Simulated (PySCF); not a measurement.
C$_{3}$H$_{8}$Cl$_{2}$O$_{2}$Si (SMILES CO[SiH2]OCC(Cl)Cl)

Input

```
{"job": {"kind": "uv", "xc": "wB97X-D", "basis": "def2-SVPD", "nstates": 8, "ntriplets": 3}, "charge": 0, "multiplicity": 1}
C      2.626860     0.405405    -0.936297
O      1.434237    -0.124275    -0.440500
Si     0.849584    -0.078916     1.069856
O     -0.565792    -0.876857     1.012212
C     -1.502345    -0.920107    -0.007370
C     -2.476841     0.249337     0.092947
Cl    -1.688316     1.758933    -0.385432
Cl    -3.880947    -0.040827    -0.948894
H      2.645867     1.491360    -0.822453
H      2.693009     0.151787    -1.995060
H      3.486049    -0.015360    -0.409266
H      1.592913    -0.908302     2.006052
H      0.697869     1.303992     1.520094
H     -2.069877    -1.851893     0.104220
H     -1.016322    -0.910856    -0.988679
H     -2.833546     0.375523     1.117161
```

Command:

```sh
OMP_NUM_THREADS=1 python probes_run.py task.json out
```

Geometry: GFN2-xTB.

All numbers below come from PySCF 2.14.0, wB97X-D/def2-SVPD, SCF density, gas phase.

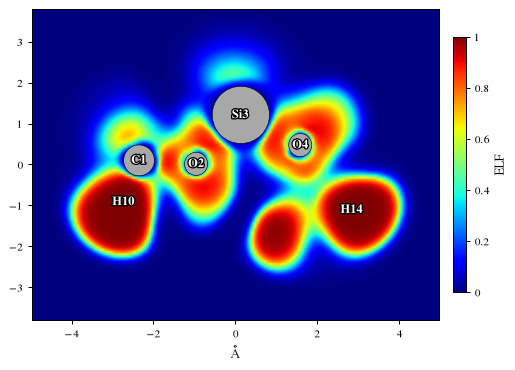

Figure 1. Electron localisation function on the plane of atoms O2, Si3 and O4. Grey discs cover the atomic cores.

### Interpret the plot.

The section cuts through C, O, Si and H sites. C–O (1.40 Å): the ELF peaks at about 0.90 between the atoms: a shared but strongly polarised pair. Si–O (1.62 Å): the ELF peaks at about 0.90 between the atoms: a polar covalent bond. C–H (1.09 Å): the ELF climbs to about 1 towards the hydrogen, as it does in any bond to H (a covalent bond by its length). The ELF also peaks beside O2 and O4, away from the bonds: lone-pair regions.

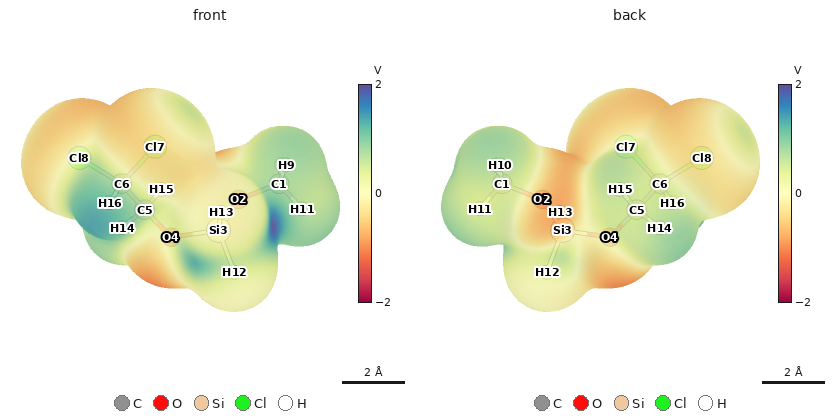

Figure 2. The molecular electrostatic potential painted on the density surface at 0.002 e/bohr³, seen from the front and from behind; the colour scale runs from red (negative) to blue (positive).

### Which sites attract a positive test charge, and which a negative one?

A positive charge is drawn to the negative regions and a negative charge to the positive ones. The most negative region (about −0.9 V) lies over O4, the most positive (about +1.7 V) over Si3. Cl7 shows a σ-hole: about +0.6 V at the tip opposite its bond, against about −0.5 V on its flanks. Cl8 shows a σ-hole: about +0.5 V at the tip opposite its bond, against about −0.4 V on its flanks.

### What dipole moment does the calculation give?

Its dipole moment is 1.82 D.
